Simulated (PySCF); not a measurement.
System: C₃H₇FOSi (SMILES FC/C=C\O[SiH3]).

Input file:

```
{"job": {"kind": "nmr", "xc": "PBE0", "basis": "pcSseg-1"}, "charge": 0, "multiplicity": 1}
F     -2.537090    -1.802687    -0.645559
C     -2.024333    -0.523053    -0.639276
C     -1.333492    -0.242208     0.647609
C     -0.068904     0.178388     0.745530
O      0.708394     0.427219    -0.331146
Si     2.385712     0.523711    -0.340945
H     -1.325355    -0.412027    -1.483037
H     -2.868275     0.173995    -0.792546
H     -1.896845    -0.390947     1.572369
H      0.389626     0.370192     1.725688
H      2.837428     1.277101     0.868007
H      2.747002     1.243546    -1.588592
H      2.990327    -0.840063    -0.328195
```

Run with:

```sh
OMP_NUM_THREADS=1 python probes_run.py task.json out
```

Geometry: PBE0-D3(BJ)/def2-SVP.

The calculation used PBE0/pcSseg-1, SCF density, gas phase, non-relativistic (PySCF).

**What will maps of the electron density and electron localisation function show?**

C–C (1.34 Å): the density is about 2.3 e/Å³ at the midpoint; the ELF peaks at about 0.95 between the atoms; a short, multiple covalent bond.
C–O (1.35 Å): the density is about 2.3 e/Å³ at the midpoint, with its minimum of 1.9 e/Å³ about 0.5 Å from C; the ELF peaks at about 0.90 between the atoms, as expected for a shared but strongly polarised pair.
C–H (1.09 Å): ρ at the midpoint is about 2 e/Å³; the ELF climbs to about 1 towards the hydrogen, as it does in any bond to H (an ordinary covalent bond to hydrogen).
C–C (1.49 Å): ρ is about 1.8 e/Å³ halfway; the ELF peaks at about 0.95 between the atoms, as expected for a covalent bond.

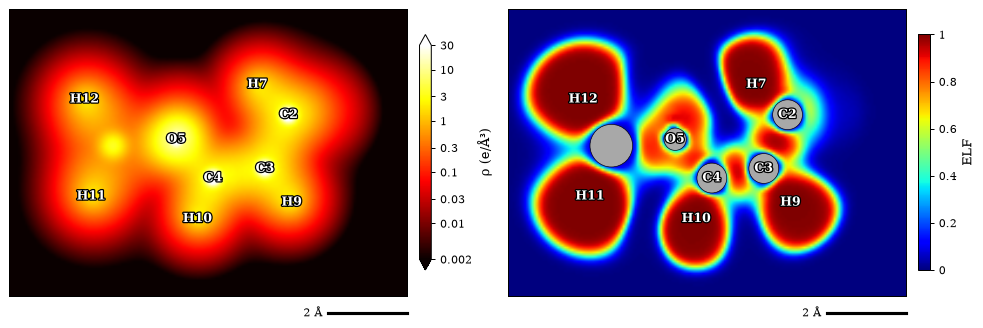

Computed electron density and electron localisation function on the plane of atoms C3, C4 and O5, in this order. Grey discs cover the atomic cores in the ELF map. 
